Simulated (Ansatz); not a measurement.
System: ClF2GaH2Si2.

The calculation's input:

```
crystal:
  periodic: [false, false, false]
  atoms:
    - {symbol: Cl, position_ang: [0.651160, 0.363018, -1.370453]}
    - {symbol: F, position_ang: [-2.425640, -1.197543, 2.138252]}
    - {symbol: F, position_ang: [-2.899167, 0.654151, 0.365465]}
    - {symbol: Ga, position_ang: [-1.105584, -1.301752, -2.968200]}
    - {symbol: Si, position_ang: [-1.700905, -0.123814, 1.151406]}
    - {symbol: Si, position_ang: [-0.462376, -1.279216, -0.454744]}
    - {symbol: H, position_ang: [-1.029079, 0.888356, 2.007470]}
    - {symbol: H, position_ang: [0.597940, -2.043016, 0.279520]}
basis:
  gaussian: {orbitals: def2-SVPD}
hamiltonian: {xc: {name: PBE0}}
output: {forces: true, orbitals: {seedname: orbitals}}
```

Run with:

```sh
ansatz run input.yaml --threads 2 --pin off --max-ram 4350MiB --events-out events.jsonl --progress --plain --runs-dir runs
```

Geometry: PBE0-D3(BJ)/pcseg-1.

Computed with isolated molecule in a Gaussian basis; Kohn-Sham density functional theory, functional PBE0 in Ansatz 0.2.0.

> What can the converged electron density and electron localisation function tell about the bonding?

Si–F (1.63 Å): the density is about 0.99 e/Å³ at the midpoint; the ELF peaks at about 0.85 in the valence shell of F, 0.6 Å from its nucleus, and is about 0.45 at the midpoint.
Si–Si (2.33 Å): ρ at the midpoint is about 0.67 e/Å³; the ELF peaks at about 1 between the atoms (a covalent bond).
Ga–Si (2.59 Å): ρ at the midpoint is about 0.37 e/Å³; the ELF peaks at about 0.90 between the atoms; a covalent bond.
Si–H (1.50 Å): ρ at the midpoint is about 0.75 e/Å³; the ELF climbs to about 1 towards the hydrogen, as it does in any bond to H.

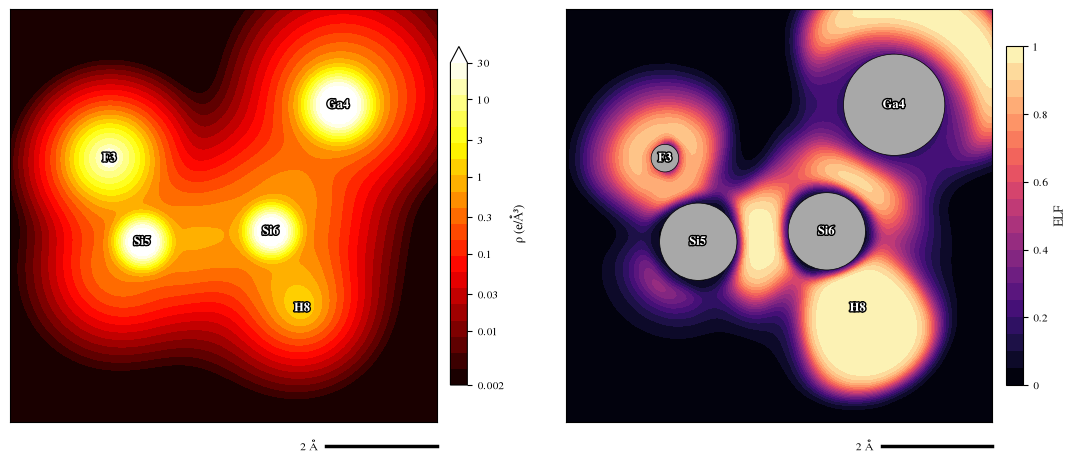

Computed electron density and electron localisation function on the plane of atoms Ga4, Si6 and Si5, in this order. Grey discs cover the atomic cores in the ELF map. 
